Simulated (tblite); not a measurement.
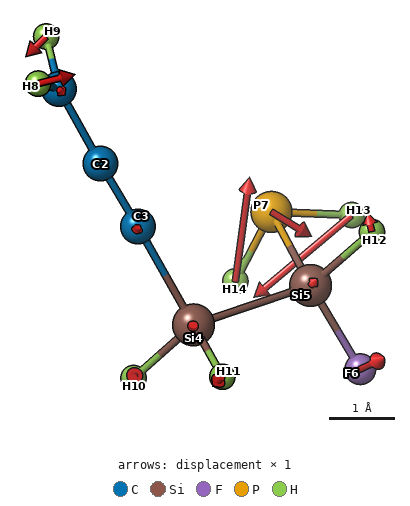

A relaxation of C₃H₇FPSi₂ (multiplicity 2). The starting structure is drawn; red arrows show the displacements, at their true length. The two geometries are superimposed by the best rigid fit.

A ball-and-stick model, seen from a free direction.

The calculation used GFN2-xTB geometry optimisation, gas phase in tblite. 

**What happened in the run?**

An H atom moves most after the best rigid fit: 2.01 Å. By element the largest moves are H 2.01 Å, P 0.79 Å, F 0.78 Å, Si 0.19 Å, C 0.18 Å. Among the contacts that change: C–C 1.404 → 1.340 Å, C–Si 1.864 → 1.823 Å, H–P 1.415 → 1.386 Å, H–Si 1.496 → 1.467 Å. Among the angles between lasting bonds that change: F–Si–H 108.4° → 101.2°, Si–Si–P 111.9° → 118.7°, Si–Si–H 111.5° → 117.6°. Groups turn about P–Si by about 125°, Si–Si by about 20°. The energy falls by 7.22 kcal/mol in 191 geometry steps. The run took 1.4 s on 1 thread of Arm Neoverse V2, on a shared host.
